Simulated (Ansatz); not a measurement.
Response to strain in TiO2

The reference is TiO2 in the anatase structure (space group I4_1/amd, No. 141).

```
TiO2
1.0
   -1.89941     1.89941     4.85035
    1.89941    -1.89941     4.85035
    1.89941     1.89941    -4.85035
Ti O
2 4
Direct
  0.75000   0.25000   0.50000
  0.00000   0.00000   0.00000
  0.54355   0.04355   0.50000
  0.79355   0.79355   0.00000
  0.20645   0.20645   0.00000
  0.95645   0.45645   0.50000
```

Strains are applied to the cell and any free atomic positions relax.

All numbers come from PBE (Ansatz, a first-principles code, PAW, no SOC).

Notes on the quantities. pressure: mean of the normal stresses, compression positive.

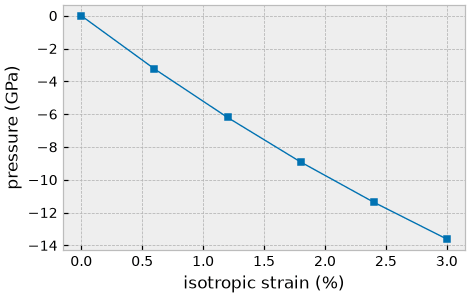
Pressure against isotropic strain

```tsv
isotropic strain (%)	pressure
0.6	-32.4 kbar
1.2	-62.0 kbar
1.8	-89.1 kbar
2.4	-113.6 kbar
3	-136.1 kbar
```

No phonon test of stability was made. All final runs are without spin polarisation.
